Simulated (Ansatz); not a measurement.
CH5BSi2

```yaml
atoms:
  - { symbol: B, position_ang: [0.5362, 1.4320, -0.3088] }
  - { symbol: C, position_ang: [0.4539, 0.0296, 0.1021] }
  - { symbol: Si, position_ang: [2.1651, 0.3211, 0.4380] }
  - { symbol: Si, position_ang: [-0.8855, -1.2301, 0.1566] }
  - { symbol: H, position_ang: [-0.1610, 2.2924, -0.7515] }
  - { symbol: H, position_ang: [1.7254, 1.9177, -0.1578] }
  - { symbol: H, position_ang: [-1.5503, -1.3490, -1.1724] }
  - { symbol: H, position_ang: [-0.3660, -2.5754, 0.5352] }
  - { symbol: H, position_ang: [-1.9178, -0.8382, 1.1586] }
```

All numbers below come from RKS PBE0/6-31G* (Ansatz).

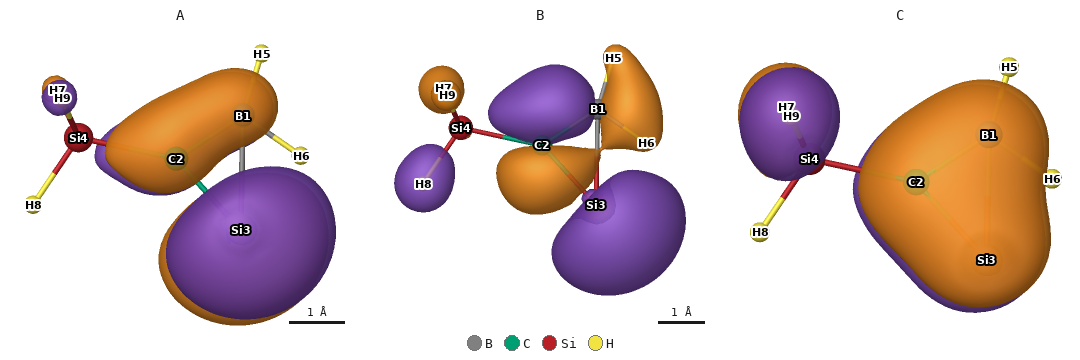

Figure 1. Three frontier orbitals at ±0.08 Å⁻³ᐟ² (orange and purple are the two phases), in no order.

Q: Order the three orbitals by energy and name them.

A: C is the HOMO−1 (−7.92 eV). Its weight (Hirshfeld) is mainly on C2 (about 35 %), Si3 (about 25 %), B1 (about 20 %) and Si4 (about 10 %). B is the HOMO (−7.27 eV). It lies mainly on Si3 (about 50 %), C2 (about 25 %) and B1 (about 10 %). A is the LUMO (−1.75 eV). By Hirshfeld shares it lies mainly on Si3 (about 70 %), C2 (about 15 %) and B1 (about 10 %).

Q: What is the HOMO–LUMO gap?

A: 5.52 eV between the orbital energies.

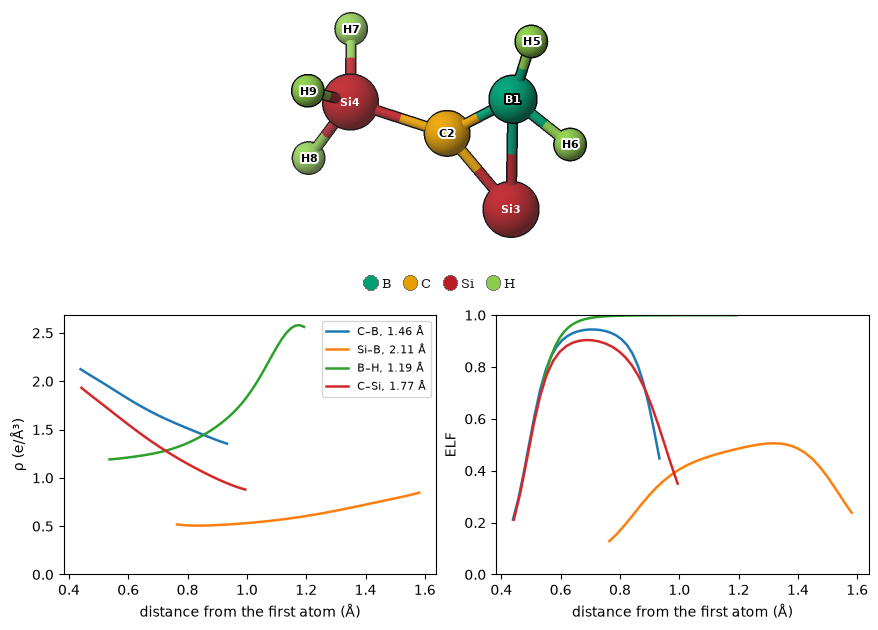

Figure 2. Electron density and ELF along straight lines between neighbouring atoms. The curves leave out the atomic cores. The structure is drawn too.

Q: What can be read from the curves?

A: C–B (1.46 Å): ρ at the midpoint is about 1.6 e/Å³; the ELF peaks at about 0.95 between the atoms (localised, covalent bonding).
Si–B (2.11 Å): ρ is about 0.55 e/Å³ halfway; the ELF peaks at about 0.50 in the valence shell of B, 0.8 Å from its nucleus, and is about 0.45 at the midpoint.
B–H (1.19 Å): the density is about 1.2 e/Å³ at the midpoint; the ELF climbs to about 1 towards the hydrogen, as it does in any bond to H: a covalent bond by its length.
C–Si (1.77 Å): ρ is about 1 e/Å³ halfway; the ELF peaks at about 0.90 between the atoms, as expected for a covalent bond.

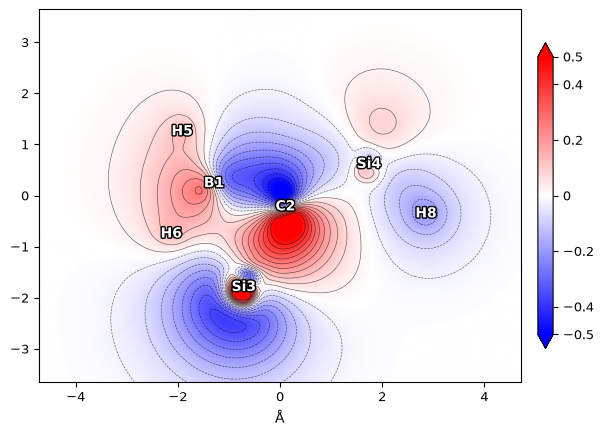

Figure 3. The HOMO on the plane of atoms B1, C2 and Si3 (values in Å⁻³ᐟ²; the overall sign is arbitrary).

Q: What is the character of this orbital?

A: It lies mainly on Si3 (about 50 %), C2 (about 25 %) and B1 (about 10 %). Its energy is −7.27 eV.
